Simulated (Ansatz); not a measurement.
**SiHClOF2: frequency calculation**

The run: frequency calculation of SiHClOF2. Method and program: RKS PBE0-D4/def2-TZVP (Ansatz 0.2.0).

The geometry comes from this level: PBE0-D4/def2-TZVP. Figures and captions count atoms from 1; the log counts them from 0 in places.

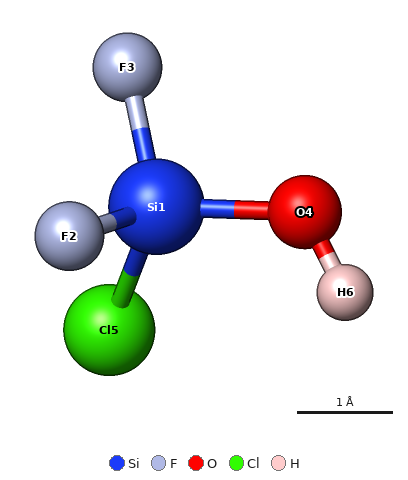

Fig. 1: The structure (ball-and-stick view, seen at a tilt; atoms are numbered from 1 in the order of the input).

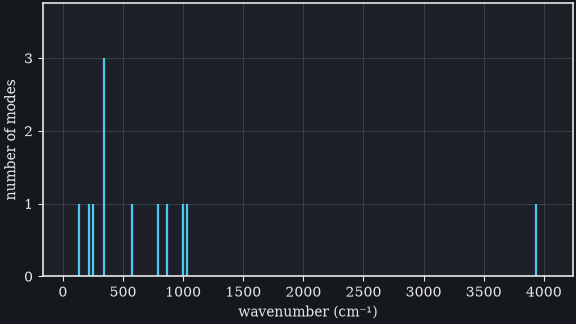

Fig. 2: Harmonic vibrational wavenumbers from the force constants; neighbouring modes closer than 17 cm⁻¹ are counted in one stick. 12 modes from 137 to 3937 cm⁻¹, none imaginary.

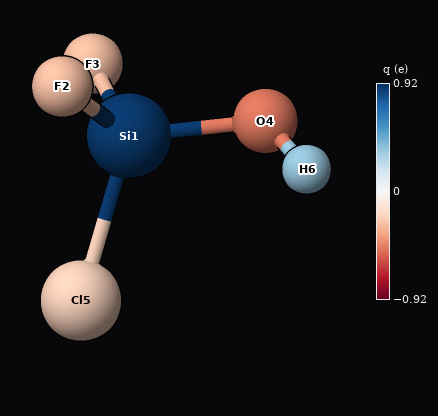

Fig. 3: Mulliken charges, as the colour of each atom (ball-and-stick view, seen at a tilt; atoms are numbered from 1 in the order of the input; Mulliken charges depend strongly on the basis). By element: Si +0.88, F −0.27, O −0.48, Cl −0.20 and H +0.34 e.

The input that produced these results follows, with the program's output.

The input:
```yaml
crystal:
  periodic: [false, false, false]
  atoms:
    - {symbol: Si, position_ang: [0.794251, 1.060583, 0.480054]}
    - {symbol: F, position_ang: [0.327062, 2.514120, 0.865799]}
    - {symbol: F, position_ang: [-0.108132, 0.570510, -0.705545]}
    - {symbol: O, position_ang: [2.313090, 1.041216, -0.046625]}
    - {symbol: Cl, position_ang: [0.508331, -0.120619, 2.091830]}
    - {symbol: H, position_ang: [3.034113, 1.149032, 0.574693]}
basis:
  gaussian: {orbitals: def2-TZVP}
hamiltonian: {xc: pbe0, dispersion: d4}
phonons: {temperatures: {t_min: 298.15, t_max: 900, t_step: 200}}
```

Command:
```bash
ansatz run in.yaml --threads 4 --pin off --events-out ev --progress --plain --max-ram 46080MiB --backend cuda --devices 0, --max-vram 37GiB
```

Output:
```
Functional definition: PBE0
  name "PBE0"
  cite "Adamo & Barone, J. Chem. Phys. 110, 6158 (1999) doi:10.1063/1.478522"
  cite "Perdew, Burke & Ernzerhof, Phys. Rev. Lett. 77, 3865 (1996) doi:10.1103/PhysRevLett.77.3865"
  parent pbe
  parameter a = 0.25
  parameter kappa = 0.804
  parameter beta = 0.06672455060314922
  exchange = (1 - a)*pbe_x(kappa = kappa, mu = beta*pi^2/3) + a*exact_x
  correlation = pbe_c(beta = beta)
1043 factors; their error is unknown
mean field evaluation 1: about -27887.3692 eV, gradient 6.5e1 eV
mean field evaluation 2: about -27879.4385 eV, gradient 9.5e1 eV
mean field evaluation 4: about -27893.2710 eV, gradient 3.2e0 eV
mean field evaluation 8: about -27893.2845 eV, gradient 2.0e-2 eV
mean field evaluation 16: about -27893.3811 eV, gradient 9.3e-5 eV
mean field -27893.38114406 eV, -1025.0628502315 hartree, gradient 2.6e-5 eV, S^2 0.000000; 0 other end points of the search recorded, 0 dependent functions left out
the calculation of the forces begins
reference -27893.38116729 eV, -1025.0628510851 hartree; 29, 29 occupied and 144, 144 virtual orbitals, 1043 factors
these checks for a lower state are left out or cut short: stability, starts, cluster_reference, orbital_swaps, neighbouring_geometries, increment
1043 factors; their error is unknown
mean field -27893.38097006 eV, -1025.0628438371 hartree, gradient 1.9e-6 eV, S^2 0.000000; 0 other end points of the search recorded, 0 dependent functions left out
[... from here on the field's lines of each further geometry are left out, up to the last ...]
the calculation of the forces begins
reference -27893.38109470 eV, -1025.0628484174 hartree; 29, 29 occupied and 144, 144 virtual orbitals, 1043 factors
these checks for a lower state are left out or cut short: stability, starts, cluster_reference, orbital_swaps, neighbouring_geometries, increment
1043 factors; their error is unknown
mean field -27893.38107580 eV, -1025.0628477227 hartree, gradient 1.9e-6 eV, S^2 0.000000; 0 other end points of the search recorded, 0 dependent functions left out
the calculation of the forces begins
reference -27893.38109902 eV, -1025.0628485762 hartree; 29, 29 occupied and 144, 144 virtual orbitals, 1043 factors
Total energy: -27893.50413672 eV, -1025.0673701283 hartree
Atom 0 at     0.794251     1.060583     0.480054 Å, force     0.000397     0.000728     0.000207 eV/Å
Atom 1 at     0.327062     2.514120     0.865799 Å, force    -0.000262    -0.000774     0.000024 eV/Å
Atom 2 at    -0.108132     0.570510    -0.705545 Å, force    -0.000061     0.000116    -0.000581 eV/Å
Atom 3 at     2.313090     1.041216    -0.046625 Å, force     0.000722     0.000119     0.001167 eV/Å
Atom 4 at     0.508331    -0.120619     2.091830 Å, force    -0.000127     0.000114     0.000448 eV/Å
Atom 5 at     3.034113     1.149032     0.574693 Å, force    -0.000669    -0.000303    -0.001265 eV/Å
Dipole moment:     0.395060    -0.010711     0.232618 e Å
Vibrations: 136.57 219.48 246.58 332.38 341.98 347.90 575.29 794.13 866.40 997.62 1032.28 3936.79 cm⁻¹, zero-point energy 0.609220 eV
```

Results in brief:

- outcome: converged
- total energy: −27893.5041 eV
- mean-field energy: −27893.3812 eV
- dispersion energy: −0.1230 eV
- largest force (length of the vector): 0.001 eV/Å
- dipole moment: 2.20 D
- hardware: 4 CPU threads, shared host
- wall time: 52 s (CPU time 61 s)
- peak memory: 0.88 GiB
